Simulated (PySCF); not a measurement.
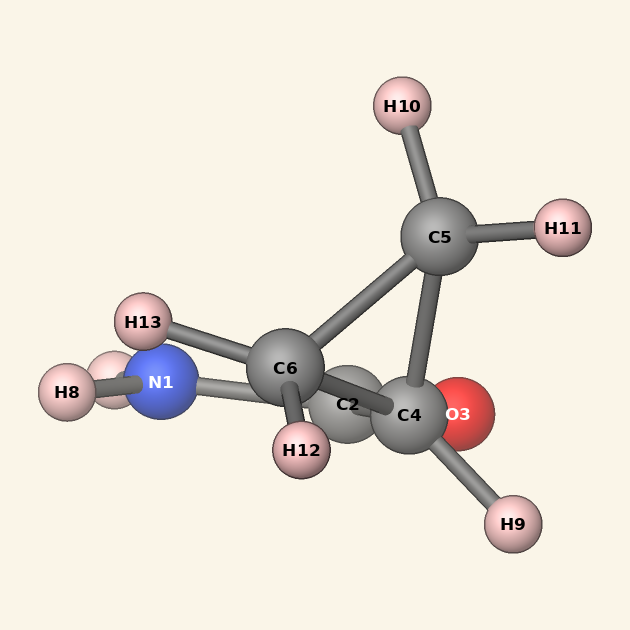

C2 lies behind C4. The molecule seen a little off the C4–C2 bond, C4 in front. Atoms fade into the background with distance from the viewer. Geometry: an image of a reaction path computed with GFN2-xTB, not a minimum.

What is the torsion angle C5–C4–C2–O3? The sign is positive where the front bond must turn clockwise to cover the back bond.

97°, about perpendicular.
